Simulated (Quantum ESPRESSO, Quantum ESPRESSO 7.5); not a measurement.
# 1T-SnSe2, 1 layer: vacuum convergence

Which setting serves for 1T-SnSe2, 1 layer? The runs below step through one kind of setting.

Method: plane-wave DFT, PBE, SSSP efficiency pseudopotentials, in Quantum ESPRESSO 7.5.

**1. The starting structure**

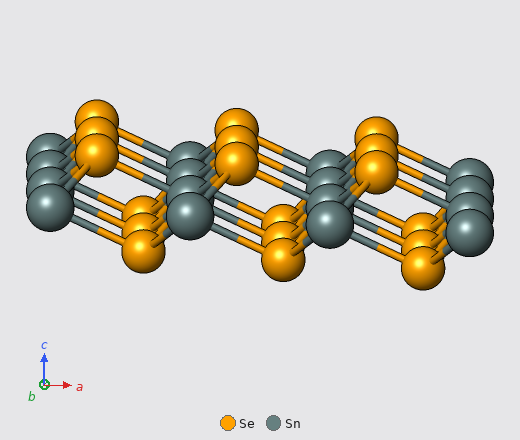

The cell as given, nearly edge on (selenium orange, tin teal). 3×3×1 cells are drawn. Some periodic images of atoms are drawn too.

The cell holds 3 atoms: 2 Se and 1 Sn. Its edges and angles: a = 3.870 Å, b = 3.870 Å, c = 26.110 Å, α = 90.0°, β = 90.0°, γ = 120.0°. It derives from SnSe2. Vacuum lies along c.

**2. Self-consistent run: 24 Å of vacuum**

The first run is the reference of the series.

File c0.in:

```
&control
  prefix = 'c0'
  outdir = './out'
  pseudo_dir = './pseudo'
  calculation = 'scf'
  tprnfor = .true.
/
&system
  ibrav = 0
  nat = 3
  ntyp = 2
  ecutwfc = 45
  ecutrho = 360
  occupations = 'smearing'
  smearing = 'fd'
  degauss = 0.004
/
&electrons
  conv_thr = 1e-07
  mixing_beta = 0.4
  electron_maxstep = 120
  mixing_mode = 'local-TF'
/
ATOMIC_SPECIES
  Se  78.9710  Se_pbe_v1.uspp.F.UPF
  Sn  118.7100  Sn_pbe_v1.uspp.F.UPF
CELL_PARAMETERS angstrom
  3.87000000000000 0.00000000000000 0.00000000000000
  -1.93500000000000 3.35151831264578 0.00000000000000
  0.00000000000000 0.00000000000000 26.11048904285239
ATOMIC_POSITIONS crystal
  Se  0.666666666667 0.333333333333 0.459585417198
  Sn  0.000000000000 0.000000000000 0.500000000000
  Se  0.333333333333 0.666666666667 0.540414582802
K_POINTS automatic
  6 6 1 0 0 0
```

Launch:

```console
$ OMP_NUM_THREADS=1 mpirun -n 4 pw.x -nk 2 -in c0.in > c0.out
```

The log of the run:

```text
Program PWSCF v.7.5 starts
[citation notice left out]

     Parallel version (MPI & OpenMP), running on       4 processor cores
     Number of MPI processes:                 4
     Threads/MPI process:                     1

     MPI processes distributed on     1 nodes
[...]
Current dimensions of program PWSCF are:
     Max number of different atomic species (ntypx) = 10
     Max number of k-points (npk) =  40000
     Max angular momentum in pseudopotentials (lmaxx) =  4
     Message from routine setup:
     using ibrav=0 with symmetry is DISCOURAGED, use correct ibrav instead

     K-points division:     npool     =       2
     R & G space division:  proc/nbgrp/npool/nimage =       2
     Subspace diagonalization in iterative solution of the eigenvalue problem:
     a serial algorithm will be used

     Parallelization info
     --------------------
     sticks:   dense  smooth     PW     G-vecs:    dense   smooth      PW
     Min         666     330     99               131728    46628    7501
     Max         667     331    100               131741    46631    7512
     Sum        1333     661    199               263469    93259   15013

     Using Slab Decomposition

     bravais-lattice index     =            0
     lattice parameter (alat)  =       7.3132  a.u.
     unit-cell volume          =    2285.4102 (a.u.)^3
     number of atoms/cell      =            3
     number of atomic types    =            2
     number of electrons       =        26.00
     number of Kohn-Sham states=           17
     kinetic-energy cutoff     =      45.0000  Ry
     charge density cutoff     =     360.0000  Ry
     scf convergence threshold =      1.0E-07
     mixing beta               =       0.4000
     number of iterations used =            8  local-TF  mixing
     Exchange-correlation= SLA  PW   PBE  PBE
                           (   1   4   3   4   0   0   0)

     celldm(1)=   7.313240  celldm(2)=   0.000000  celldm(3)=   0.000000
     celldm(4)=   0.000000  celldm(5)=   0.000000  celldm(6)=   0.000000

     crystal axes: (cart. coord. in units of alat)
               a(1) = (   1.000000   0.000000   0.000000 )
               a(2) = (  -0.500000   0.866025   0.000000 )
               a(3) = (   0.000000   0.000000   6.746896 )

     reciprocal axes: (cart. coord. in units 2 pi/alat)
               b(1) = (  1.000000  0.577350 -0.000000 )
               b(2) = (  0.000000  1.154701  0.000000 )
               b(3) = (  0.000000 -0.000000  0.148216 )

     PseudoPot. # 1 for Se read from file:
     ./pseudo/Se_pbe_v1.uspp.F.UPF
     Pseudo is Ultrasoft + core correction, Zval =  6.0
     Generated by new atomic code, or converted to UPF format
     Using radial grid of  877 points,  6 beta functions with:
                l(1) =   0
                l(2) =   0
                l(3) =   1
                l(4) =   1
                l(5) =   2
                l(6) =   2
     Q(r) pseudized with  8 coefficients,  rinner =    1.300   1.300   1.300
                                                       1.300   1.300

     PseudoPot. # 2 for Sn read from file:
     ./pseudo/Sn_pbe_v1.uspp.F.UPF
     Pseudo is Ultrasoft + core correction, Zval = 14.0
     Generated by new atomic code, or converted to UPF format
     Using radial grid of  891 points,  6 beta functions with:
                l(1) =   0
                l(2) =   0
                l(3) =   1
                l(4) =   1
                l(5) =   2
                l(6) =   2
     Q(r) pseudized with  6 coefficients,  rinner =    1.200   1.200   1.200
                                                       1.200   1.200

     atomic species   valence    mass     pseudopotential
     Se                6.00    78.97100     Se( 1.00)
     Sn               14.00   118.71000     Sn( 1.00)

     12 Sym. Ops., with inversion, found

   Cartesian axes

     site n.     atom                  positions (alat units)
         1        Se     tau(   1) = (   0.5000000   0.2886751   3.1007752  )
         2        Sn     tau(   2) = (   0.0000000   0.0000000   3.3734482  )
         3        Se     tau(   3) = (  -0.0000000   0.5773503   3.6461212  )

     number of k points=     7  Fermi-Dirac smearing, width (Ry)=  0.0040
                       cart. coord. in units 2pi/alat
        k(    1) = (   0.0000000   0.0000000   0.0000000), wk =   0.0555556
        k(    2) = (   0.0000000   0.1924501   0.0000000), wk =   0.3333333
        k(    3) = (   0.0000000   0.3849002   0.0000000), wk =   0.3333333
        k(    4) = (   0.0000000  -0.5773503   0.0000000), wk =   0.1666667
        k(    5) = (   0.1666667   0.2886751   0.0000000), wk =   0.3333333
        k(    6) = (   0.1666667   0.4811252   0.0000000), wk =   0.6666667
        k(    7) = (   0.3333333   0.5773503   0.0000000), wk =   0.1111111

     Dense  grid:   263469 G-vectors     FFT dimensions: (  45,  45, 300)

     Smooth grid:    93259 G-vectors     FFT dimensions: (  32,  32, 216)

     Estimated max dynamical RAM per process >     286.39 MB

     Estimated total dynamical RAM >       1.06 GB

     Initial potential from superposition of free atoms

     starting charge      24.9998, renormalised to      26.0000

     negative rho (up, down):  3.529E-04 0.000E+00
     Starting wfcs are   17 randomized atomic wfcs

     total cpu time spent up to now is        1.3 secs

     per-process dynamical memory:    78.5 Mb

     Self-consistent Calculation

     iteration #  1     ecut=    45.00 Ry     beta= 0.40
     Davidson diagonalization with overlap
     ethr =  1.00E-02,  avg # of iterations =  5.3

     negative rho (up, down):  1.218E-03 0.000E+00

     total cpu time spent up to now is        2.3 secs

     total energy              =    -250.41590773 Ry
     estimated scf accuracy    <       0.58053843 Ry

     iteration #  2     ecut=    45.00 Ry     beta= 0.40
[...]
negative rho (up, down):  8.917E-03 0.000E+00

[...]
total energy              =    -250.23501581 Ry
     estimated scf accuracy    <       0.30812500 Ry

     iteration #  3     ecut=    45.00 Ry     beta= 0.40
[...]
negative rho (up, down):  1.287E-02 0.000E+00

[...]
total energy              =    -250.30607632 Ry
     estimated scf accuracy    <       0.01035775 Ry

     iteration #  4     ecut=    45.00 Ry     beta= 0.40
[...]
negative rho (up, down):  1.766E-02 0.000E+00

[...]
total energy              =    -250.30523452 Ry
     estimated scf accuracy    <       0.00393038 Ry

     iteration #  5     ecut=    45.00 Ry     beta= 0.40
[...]
negative rho (up, down):  1.609E-02 0.000E+00

[...]
total energy              =    -250.30538891 Ry
     estimated scf accuracy    <       0.00089505 Ry

     iteration #  6     ecut=    45.00 Ry     beta= 0.40
[...]
negative rho (up, down):  1.378E-02 0.000E+00

[...]
total energy              =    -250.30484535 Ry
     estimated scf accuracy    <       0.00144701 Ry

     iteration #  7     ecut=    45.00 Ry     beta= 0.40
[...]
negative rho (up, down):  9.865E-03 0.000E+00

[...]
total energy              =    -250.30497459 Ry
     estimated scf accuracy    <       0.00033059 Ry

     iteration #  8     ecut=    45.00 Ry     beta= 0.40
[...]
negative rho (up, down):  8.042E-03 0.000E+00

[...]
total energy              =    -250.30492420 Ry
     estimated scf accuracy    <       0.00017291 Ry

     iteration #  9     ecut=    45.00 Ry     beta= 0.40
[...]
negative rho (up, down):  3.142E-03 0.000E+00

[...]
total energy              =    -250.30473840 Ry
     estimated scf accuracy    <       0.00010831 Ry

     iteration # 10     ecut=    45.00 Ry     beta= 0.40
[...]
negative rho (up, down):  2.557E-03 0.000E+00

[...]
total energy              =    -250.30475064 Ry
     estimated scf accuracy    <       0.00002382 Ry

     iteration # 11     ecut=    45.00 Ry     beta= 0.40
[...]
negative rho (up, down):  4.242E-04 0.000E+00

[...]
total energy              =    -250.30474762 Ry
     estimated scf accuracy    <       0.00000978 Ry

     iteration # 12     ecut=    45.00 Ry     beta= 0.40
[...]
negative rho (up, down):  2.660E-04 0.000E+00

[...]
total energy              =    -250.30474911 Ry
     estimated scf accuracy    <       0.00000042 Ry

     iteration # 13     ecut=    45.00 Ry     beta= 0.40
[...]
negative rho (up, down):  2.142E-04 0.000E+00

[...]
total energy              =    -250.30474906 Ry
     estimated scf accuracy    <       0.00000021 Ry

     iteration # 14     ecut=    45.00 Ry     beta= 0.40
[...]
negative rho (up, down):  2.096E-04 0.000E+00

[...]
End of self-consistent calculation

          k = 0.0000 0.0000 0.0000 ( 11667 PWs)   bands (ev):

   -24.7015 -24.7015 -24.6260 -24.5488 -24.5488 -18.6641 -15.2135  -7.0587
    -5.2113  -5.2113  -4.7490  -4.7490  -3.8162  -2.1813  -0.2560   1.3429
     1.3429

          k = 0.0000 0.1925 0.0000 ( 11625 PWs)   bands (ev):

   -24.7280 -24.6893 -24.6073 -24.5540 -24.5455 -18.3636 -15.0674  -8.2925
    -6.6592  -6.4265  -5.1202  -3.8090  -3.0673  -0.8579   0.2380   1.5202
     1.9925

          k = 0.0000 0.3849 0.0000 ( 11654 PWs)   bands (ev):

   -24.7836 -24.6695 -24.5809 -24.5518 -24.5342 -17.4990 -15.0010 -10.4704
    -7.6667  -7.4706  -5.0387  -3.5074  -3.4215  -0.9360   0.9945   3.1980
     3.6771

          k = 0.0000-0.5774 0.0000 ( 11646 PWs)   bands (ev):

   -24.8116 -24.6621 -24.5814 -24.5375 -24.5258 -16.6213 -15.4884 -11.1725
    -8.2206  -7.8478  -4.6739  -4.0572  -3.3841  -1.1436   1.2800   3.8573
     4.4001

          k = 0.1667 0.2887 0.0000 ( 11626 PWs)   bands (ev):

   -24.7565 -24.6875 -24.5807 -24.5597 -24.5372 -17.7724 -14.9365  -9.9534
    -8.1563  -6.5947  -4.8781  -4.0511  -3.0119  -0.6346   1.3257   2.5690
     2.6681

          k = 0.1667 0.4811 0.0000 ( 11662 PWs)   bands (ev):

   -24.7834 -24.6875 -24.5712 -24.5479 -24.5308 -16.7283 -15.2374 -11.4710
    -8.3598  -7.4793  -5.5048  -3.5660  -3.1008  -0.5743   2.4962   3.0705
     3.6556

[...]
the Fermi energy is    -2.5274 ev

!    total energy              =    -250.30474907 Ry
     estimated scf accuracy    <          5.3E-09 Ry
     smearing contrib. (-TS)   =      -0.00000686 Ry
     internal energy E=F+TS    =    -250.30474221 Ry

     The total energy is F=E-TS. E is the sum of the following terms:
     one-electron contribution =   -1218.38956849 Ry
     hartree contribution      =     615.02617342 Ry
     xc contribution           =    -107.58733789 Ry
     ewald contribution        =     460.64599074 Ry

     convergence has been achieved in  14 iterations

     negative rho (up, down):  2.096E-04 0.000E+00

     Forces acting on atoms (cartesian axes, Ry/au):

     atom    1 type  1   force =    -0.00000000   -0.00000000   -0.20637753
     atom    2 type  2   force =     0.00000000    0.00000000    0.00000000
     atom    3 type  1   force =     0.00000000    0.00000000    0.20637753

     Total force =     0.291862     Total SCF correction =     0.000020

[...]
=------------------------------------------------------------------------------=
   JOB DONE.
=------------------------------------------------------------------------------=
```

Elapsed: 16 s, on 4 MPI ranks of AMD EPYC 9R45, shared host; peak memory 1.1 GiB.

Read from the output:

- free energy: -3405.5696 eV
- Fermi energy: -2.527 eV
- valence top, on the run's zero: -3.012 eV
- conduction bottom, on the run's zero: -2.181 eV
- gap by band count: 0.8306 eV

The program's own clock; routines nest. Time by routine:

```csv
routine,wall time (s),calls
PWSCF,14.87,1
electrons,13.19,1
sum_band,4.16,14
newd,3.85,15
c_bands,2.89,14
cegterg,2.5,56
h_psi,1.96,348
fftw,1.81,6326
mix_rho,1.71,14
vloc_psi,1.66,348
ffts,1.34,1628
init_run,1.19,1
v_of_rho,0.85,15
fft,0.71,204
```

The run needed 14 iterations to bring the estimated error under 1e-07 Ry; the largest force on any atom, held or free, is 5.31 eV/Å, so this geometry is far from relaxed and its levels are not those of the real material.

**3. Potential by pp.x**

plot_num = 11 writes the bare and Hartree potential. It leaves out exchange and correlation, which fade slowly, so it flattens close to the surface.

File c0.pot.in:

```
&inputpp
  prefix = 'c0'
  outdir = './out'
  filplot = 'c0.pot.dat'
  plot_num = 11
/
```

Launch:

```console
$ OMP_NUM_THREADS=1 mpirun -n 4 pp.x -in c0.pot.in > c0.pot.out
```

The log of the run:

```text
[banner, memory and clock lines left out]
Program POST-PROC v.7.5 starts

          URL

     ./out/c0.save/

     IMPORTANT: XC functional enforced from input :
     Exchange-correlation= PBE
                           (   1   4   3   4   0   0   0)
     Any further DFT definition will be discarded
     Please, verify this is what you really want

     negative rho (up, down):  2.096E-04 0.000E+00

     Calling punch_plot, plot_num =  11
     Writing data to file  c0.pot.dat
     Message from routine chdens:
     namelist plot not found or invalid, exiting
```

Wall time 1.6 s (4 MPI ranks); peak memory 0.24 GiB; 5.5 s of CPU time.

Read from the output:

| Property | Result |
| --- | --- |
| potential in the middle of the vacuum, over the valence top | 5.875 eV |

Electrostatic potential energy of an electron; zero at the highest filled level of the SCF mesh. Table of potential energy, planar mean by z:

```csv
z (Å),"potential energy, planar mean (eV)"
0,5.87
2,5.87
4,5.87
6,5.87
8,5.87
10,5.74
12,-12.9
14,-13.5
16,5.69
18,5.87
20,5.87
22,5.87
24,5.87
26,5.87
```

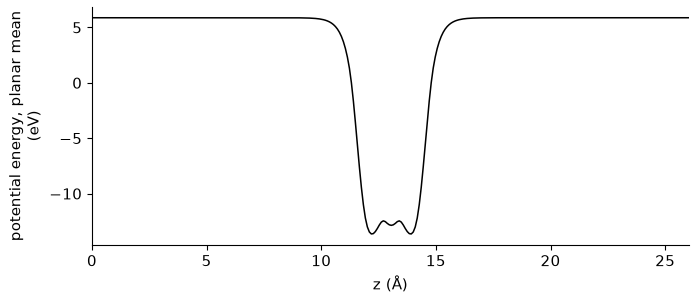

Potential energy, planar mean, plotted against z.

Inside the slab this potential holds the local part of the pseudopotentials, which can be repulsive at the nuclei; only its value in the vacuum has a meaning of its own.

**4. Ground state: 18 Å of vacuum**

c2.in, as its differences from the input of step 2:

```diff
@@ -1,3 +1,3 @@
 &control
-  prefix = 'c0'
+  prefix = 'c2'
   outdir = './out'
@@ -29,7 +29,7 @@
   -1.93500000000000 3.35151831264578 0.00000000000000
-  0.00000000000000 0.00000000000000 26.11048904285239
+  0.00000000000000 0.00000000000000 20.11048904285239
 ATOMIC_POSITIONS crystal
-  Se  0.666666666667 0.333333333333 0.459585417198
+  Se  0.666666666667 0.333333333333 0.447527654888
   Sn  0.000000000000 0.000000000000 0.500000000000
-  Se  0.333333333333 0.666666666667 0.540414582802
+  Se  0.333333333333 0.666666666667 0.552472345112
 K_POINTS automatic
```

Launch:

```console
$ OMP_NUM_THREADS=1 mpirun -n 4 pw.x -nk 2 -in c2.in > c2.out
```

The log of the run:

```text
[banner, memory and clock lines left out]
Program PWSCF v.7.5 starts
[...]
Message from routine setup:
[...]
number of electrons       =        26.00
     number of Kohn-Sham states=           17
     kinetic-energy cutoff     =      45.0000  Ry
     charge density cutoff     =     360.0000  Ry
[...]
number of k points=     7  Fermi-Dirac smearing, width (Ry)=  0.0040
[...]
Dense  grid:   203041 G-vectors     FFT dimensions: (  45,  45, 240)
[...]
negative rho (up, down):  2.580E-04 0.000E+00
     Starting wfcs are   17 randomized atomic wfcs
[...]
negative rho (up, down):  1.018E-03 0.000E+00
[...]
estimated scf accuracy    <       0.58084940 Ry
[...]
negative rho (up, down):  8.025E-03 0.000E+00
[...]
estimated scf accuracy    <       0.30831713 Ry
[...]
negative rho (up, down):  1.193E-02 0.000E+00
[...]
estimated scf accuracy    <       0.01013628 Ry
[...]
negative rho (up, down):  1.635E-02 0.000E+00
[...]
estimated scf accuracy    <       0.00368779 Ry
[...]
negative rho (up, down):  1.458E-02 0.000E+00
[...]
estimated scf accuracy    <       0.00080062 Ry
[...]
negative rho (up, down):  1.200E-02 0.000E+00
[...]
estimated scf accuracy    <       0.00134132 Ry
[...]
negative rho (up, down):  6.371E-03 0.000E+00
[...]
estimated scf accuracy    <       0.00022711 Ry
[...]
negative rho (up, down):  4.506E-03 0.000E+00
[...]
estimated scf accuracy    <       0.00006444 Ry
[...]
negative rho (up, down):  6.191E-04 0.000E+00
[...]
estimated scf accuracy    <       0.00002622 Ry
[...]
negative rho (up, down):  5.515E-04 0.000E+00
[...]
estimated scf accuracy    <       0.00000374 Ry
[...]
negative rho (up, down):  1.709E-04 0.000E+00
[...]
estimated scf accuracy    <       0.00000095 Ry
[...]
negative rho (up, down):  1.464E-04 0.000E+00
[...]
the Fermi energy is    -1.6726 ev
!    total energy              =    -250.30474967 Ry
     estimated scf accuracy    <       0.00000003 Ry
     smearing contrib. (-TS)   =      -0.00000687 Ry
     internal energy E=F+TS    =    -250.30474280 Ry
[...]
one-electron contribution =    -877.51034314 Ry
     hartree contribution      =     445.40208318 Ry
     xc contribution           =    -107.58714239 Ry
     ewald contribution        =     289.39065955 Ry
     convergence has been achieved in  12 iterations
     negative rho (up, down):  1.464E-04 0.000E+00
[...]
Total force =     0.291881     Total SCF correction =     0.000023
[...]
```

It took 11 s on 4 MPI ranks; peak memory 0.91 GiB; 44 s of CPU time.

This step gave:

| Quantity | Value |
| --- | --- |
| Fermi energy | -1.673 eV |
| valence top, on the run's zero | -2.157 eV |
| conduction bottom, on the run's zero | -1.327 eV |
| gap by band count | 0.8303 eV |

The program's own clock; routines nest. Time by routine:

```csv
routine,wall time (s),calls
PWSCF,10.49,1
electrons,8.88,1
sum_band,2.84,12
newd,2.61,13
c_bands,1.93,12
cegterg,1.66,48
h_psi,1.33,273
fftw,1.24,5420
init_run,1.18,1
vloc_psi,1.13,273
mix_rho,1.11,12
ffts,1.02,1378
fft,0.67,178
v_of_rho,0.59,13
```

**5. Electrostatic potential**

File c2.pot.in:

```
&inputpp
  prefix = 'c2'
  outdir = './out'
  filplot = 'c2.pot.dat'
  plot_num = 11
/
```

Launch:

```console
$ OMP_NUM_THREADS=1 mpirun -n 4 pp.x -in c2.pot.in > c2.pot.out
```

Wall time 1.6 s (4 MPI ranks); peak memory 0.2 GiB; 5.5 s of CPU time.

This step gave:

* potential in the middle of the vacuum, over the valence top: 5.874 eV

Counted from each run's own zero (the valence top), the vacuum level differs from the first run's by -1 meV.

[end of part 1 of 2]

[Logs are printed without paths, hosts, clocks, repeated set-up lines and the standing remarks that a program may print on its own settings, such as how far it seeks lower states.]

[Hosts, paths, dates, database ids (printed as entryN), source tags and the programs' standing remarks are cut or masked in the printed files.]

[Maps of the electrostatic potential energy from Ansatz leave out the sawtooth potential of an applied field or a dipole correction, so their vacuum need not be flat; planar profiles and work functions include it.]
